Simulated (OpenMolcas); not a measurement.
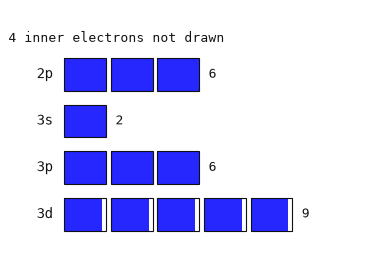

The outer shells of the leading configuration of the lowest level: a box for each of the 2l + 1 orbitals, shaded by the share of the shell that is filled, with the electron count at the right.

# Run report: Cu²⁺ complex, multiconfigurational calculation

- system: Cu²⁺ with 6 ligands (H2O; octahedron, 2.05 Å), with no charges around it.
- method: state-averaged CASSCF, active space 9 electrons in the shell 3d, basis ANO-RCC-VTZP on the metal and ANO-RCC-VDZP on the ligands, DKH2 scalar Hamiltonian, spin-orbit coupling by RASSI with atomic mean-field integrals (OpenMolcas)

## Results in brief

| quantity | value |
| --- | --- |
| outcome | converged |
| energy of the lowest spin-free term | −2109.38941 hartree |
| energy of the lowest spin-orbit level | −2109.39011 hartree |
| largest spread among components of a term | 0.0 cm⁻¹ |
| hardware | 1 thread of Arm Neoverse V1, 24 GiB of memory available, shared host |
| wall time | 23 s |
| peak memory | 0.2 GiB |

## Notes

Without dynamic correlation the splittings between terms come out too large, often by 20 to 50 %. To bear in mind: orbital doublet at a regular site, Jahn-Teller distortion not allowed for; distances are set from ionic radii, not optimised.

## Input
```
&GATEWAY
Coord
19

Cu 0.0 0.0 0.0
O 2.050000 0.000000 0.000000
H 2.626978 0.779741 0.000000
H 2.626978 -0.779741 0.000000
O 0.000000 2.050000 0.000000
H 0.000000 2.626978 0.779741
H 0.000000 2.626978 -0.779741
O -2.050000 0.000000 0.000000
H -2.626978 0.779741 0.000000
H -2.626978 -0.779741 0.000000
O 0.000000 -2.050000 0.000000
H 0.000000 -2.626978 0.779741
H 0.000000 -2.626978 -0.779741
O 0.000000 0.000000 2.050000
H 0.779741 0.000000 2.626978
H -0.779741 0.000000 2.626978
O 0.000000 0.000000 -2.050000
H 0.779741 0.000000 -2.626978
H -0.779741 0.000000 -2.626978
Basis=Cu.ANO-RCC-VTZP,H.ANO-RCC-VDZP,O.ANO-RCC-VDZP
Group=XYZ
NoMove
AngMom=0.0 0.0 0.0
AMFI
RICD
&SEWARD
&RASSCF
FileOrb=start.orb
Symmetry=1
Spin=2
nActEl=9 0 0
Inactive=18 21
Ras2=5 0
CIRoot=5 5 1
SDav=5
CIMx=300
Iter=150 100
PrWF=0.3
OrbListing=Nothing
MaxOrb=0
LevShft=1.0
>>> COPY $Project.JobIph JOB001
&RASSI
NrOfJobIphs=1 5
1 2 3 4 5
IphNames
JOB001
EJob
SpinOrbit
DIPRint=1.0
SOCoupling=1000.0
Subsets=2
Property=9
'ANGMOM' 1 'ANGMOM' 2 'ANGMOM' 3 'MLTPL  1' 1 'MLTPL  1' 2 'MLTPL  1' 3
'AMFI' 1 'AMFI' 2 'AMFI' 3
SOProperty=3
'ANGMOM' 1 'ANGMOM' 2 'ANGMOM' 3
```

The file start.orb holds starting orbitals from an earlier step. A driver script formed the levels outside the program, from RASSI's spin-orbit matrix and the active-space energies, averaged over the components of each term or state.

Launched with:
```bash
OMP_NUM_THREADS=1 MOLCAS_MEM=2457 MOLCAS_PROJECT=a pymolcas a.inp > a.log  # once for each step of the input, in one work folder
```

## Output (extracts)
```
--- SEWARD ---
Basis set label: CU.ANO-RCC...6S5P3D2F1G.

      Electronic valence basis set:
      ------------------
      Associated Effective Charge  29.000000 au
      Associated Actual Charge     29.000000 au
      Nuclear Model: Point charge

      Shell  nPrim  nBasis  Cartesian Spherical Contaminant
         s      21       6        X
         p      15       5        X
         d      10       3                 X
         f       6       2                 X
         g       4       1                 X
                  Relativistic Douglas-Kroll-Hess integrals:
                    - DKH order of Hamiltonian: 2
                    - DKH order of Properties : 0
                  Atomic mean-field integrals
--- RASSCF ---
Wave function specifications:
      -----------------------------

      Number of closed shell electrons          78
      Number of electrons in active shells       9
      Max number of holes in RAS1 space          0
      Max nr of electrons in RAS3 space          0
      Number of inactive orbitals               39
      Number of active orbitals                  5
      Number of secondary orbitals             159
      Spin quantum number                      0.5
      State symmetry                             1
Orbital specifications:
      -----------------------

      Symmetry species                           1   2
                                                ag  au
      Frozen orbitals                            0   0
      Inactive orbitals                         18  21
      Active orbitals                            5   0
      RAS1 orbitals                              0   0
      RAS2 orbitals                              5   0
      RAS3 orbitals                              0   0
      Secondary orbitals                        79  80
      Deleted orbitals                           0   0
      Number of basis functions                102 101
      Number of CSFs                             5
      Number of root(s) required                 5
      Iter CI   SX   CI       RASSCF       Energy    max ROT     max BLB   max BLB  Level Ln srch  Step   QN
          iter iter root      energy       change     param      element    value   shift minimum  type update
 Nr of preliminary CI iterations:   1
      Total energies have been shifted. Add                -2000.00 au
        1   1   15    0  -109.26280073    0.00E+00  -6.03E-02   21  27 1  2.63E-01*  1.23   0.00    SX    NO
        2   1   15    0  -109.35212845   -8.93E-02*  2.61E-02    6  34 2  1.18E-01*  1.03   0.00    SX    NO
        3   1   14    0  -109.36832008   -1.62E-02*  1.56E-02   21  27 1  5.61E-02*  1.08   0.00    SX    NO
        4   1   14    0  -109.37184647   -3.53E-03*  6.37E-03    4  32 2  2.93E-02*  1.04   0.00    SX    NO
        5   1   13    0  -109.37282758   -9.81E-04*  4.71E-03   13  24 1 -1.51E-02*  1.06   0.89    QN   YES
        6   1   12    0  -109.37320164   -3.74E-04*  3.06E-03   13  24 1 -8.82E-03*  1.05   1.66    LS   YES
        7   1   12    0  -109.37327252   -7.09E-05* -1.84E-03   13  24 1 -4.74E-03*  1.05   1.02    QN   YES
        8   1   11    0  -109.37329708   -2.46E-05* -1.14E-03   13  24 1 -1.97E-03*  1.05   1.62    LS   YES
        9   1   10    0  -109.37330134   -4.25E-06* -4.28E-04    6  34 2 -1.06E-03*  1.05   1.00    QN   YES
       10   1    9    0  -109.37330444   -3.10E-06* -2.10E-04   13  46 1 -3.12E-04*  1.05   1.49    LS   YES
       11   1    9    0  -109.37330485   -4.10E-07*  8.04E-05   13  46 1 -2.69E-04*  1.05   1.00    QN   YES
       12   1    9    0  -109.37330505   -2.05E-07*  7.38E-05   13  46 1 -1.20E-04*  1.05   1.92    LS   YES
       13   1    8    0  -109.37330511   -6.10E-08* -7.97E-06   13  52 1 -4.30E-05   1.05   0.99    QN   YES
       14   1    7    0  -109.37330512   -9.65E-09  -9.55E-06   23  64 1 -1.84E-05   1.05   1.84    QN   YES
      Convergence after 14 iterations
       15   1    7    0  -109.37330513   -3.66E-09  -9.55E-06   13  52 1  5.33E-06   1.05   1.84    QN   YES
      Natural orbitals and occupation numbers for root  1
      sym 1:   2.000000   1.000000   2.000000   2.000000   2.000000
      Natural orbitals and occupation numbers for root  2
      sym 1:   2.000000   2.000000   2.000000   2.000000   1.000000
      Natural orbitals and occupation numbers for root  3
      sym 1:   2.000000   1.000000   2.000000   2.000000   2.000000
::    RASSCF root number  1 Total energy:  -2109.38940865
::    RASSCF root number  2 Total energy:  -2109.38940865
::    RASSCF root number  3 Total energy:  -2109.36256945
::    RASSCF root number  4 Total energy:  -2109.36256945
::    RASSCF root number  5 Total energy:  -2109.36256945
--- RASSI ---
SPIN-FREE ENERGIES:
  (Shifted by EMIN (a.u.) =      -2109.3894086503)

 SF State       Relative EMIN(au)   Rel lowest level(eV)    D:o, cm**(-1)

     1             0.0000000000        0.0000000000              0.0000
     2             0.0000000000        0.0000000000              0.0000
     3             0.0268392037        0.7303319387           5890.5243
     4             0.0268392037        0.7303319387           5890.5243
     5             0.0268392037        0.7303319387           5890.5243
     Dipole printing threshold changed to   1.00000000E+00
Eigenvalues of complex Hamiltonian:
   -----------------------------------
  (Shifted by EMIN (a.u.) =      -2109.3894086503)

 SO State       Relative EMIN(au)   Rel lowest level(eV)    D:o, cm**(-1)

     1            -0.0007046859        0.0000000000              0.0000
     2            -0.0007046859        0.0000000000              0.0000
     3            -0.0007046859        0.0000000000              0.0000
     4            -0.0007046859        0.0000000000              0.0000
     5             0.0231742120        0.6497779119           5240.8123
     6             0.0231742120        0.6497779119           5240.8123
     7             0.0293763854        0.8185476499           6602.0320
     8             0.0293763854        0.8185476499           6602.0320
     9             0.0293763854        0.8185476499           6602.0320
    10             0.0293763854        0.8185476499           6602.0320
Weights of the five most important spin-orbit-free states for each spin-orbit state.

 SO State  Total energy (au)           Spin-free states, spin, and weights
 -------------------------------------------------------------------------------------------------------
    1        -0.000705       2 0.5  0.8096    1 0.5  0.1670    4 0.5  0.0133    5 0.5  0.0098    3 0.5  0.0003
    2        -0.000705       2 0.5  0.8097    1 0.5  0.1669    4 0.5  0.0133    5 0.5  0.0098    3 0.5  0.0003
    3        -0.000705       1 0.5  0.8096    2 0.5  0.1670    3 0.5  0.0153    5 0.5  0.0058    4 0.5  0.0023
    4        -0.000705       1 0.5  0.8097    2 0.5  0.1669    3 0.5  0.0153    5 0.5  0.0058    4 0.5  0.0023
    5         0.023174       3 0.5  0.3333    4 0.5  0.3333    5 0.5  0.3333    2 0.5  0.0000    1 0.5  0.0000
    6         0.023174       4 0.5  0.3333    3 0.5  0.3333    5 0.5  0.3333    2 0.5  0.0000    1 0.5  0.0000
    7         0.029376       5 0.5  0.6510    3 0.5  0.1667    4 0.5  0.1588    2 0.5  0.0221    1 0.5  0.0013
    8         0.029376       4 0.5  0.4923    3 0.5  0.4842    1 0.5  0.0221    2 0.5  0.0013    5 0.5  0.0000
    9         0.029376       5 0.5  0.6510    3 0.5  0.1668    4 0.5  0.1587    2 0.5  0.0221    1 0.5  0.0013
   10         0.029376       4 0.5  0.4922    3 0.5  0.4843    1 0.5  0.0221    2 0.5  0.0013    5 0.5  0.0000
 -------------------------------------------------------------------------------------------------------
```

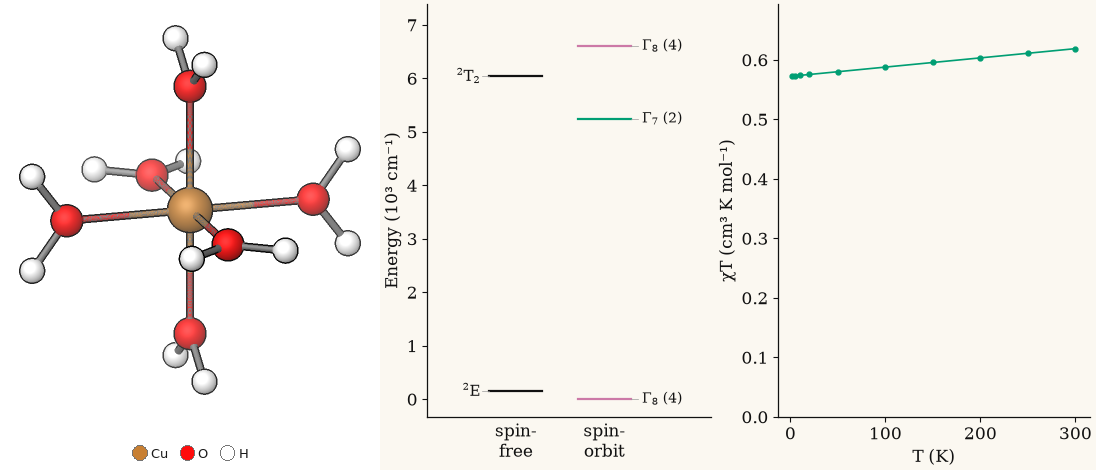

Cu²⁺ (3d⁹) with 6 ligands, H₂O, at 2.05 Å (arrangement: octahedron, Th), and its levels and susceptibility. Labels give the representation in O, Td, D4 or D3 as the site allows (double group for half-integer spin) where it could be assigned and, in brackets, the degeneracy; spin-free states, where drawn, share the zero of the spin-orbit levels. Powder susceptibility by Van Vleck's formula. The ground level is Γ₈, 4-fold degenerate, 100 % from states of spin multiplicity 2. The next level lies at 5,240 cm⁻¹ (Γ₇). The lowest spin-free state is ²E, from the free-ion D term; of the same spin there follows at 5,890 cm⁻¹ (²T₂) above it. A ligand-field fit to the spin-free states gives |10Dq| = 5,890 cm⁻¹. χT is 0.573 cm³ K mol⁻¹ at 2 K and 0.619 at 300 K, an effective moment of 2.23 μB. The active orbitals hold 96 to 99 % metal character (Löwdin), and the Mulliken charge of the metal is +1.78.
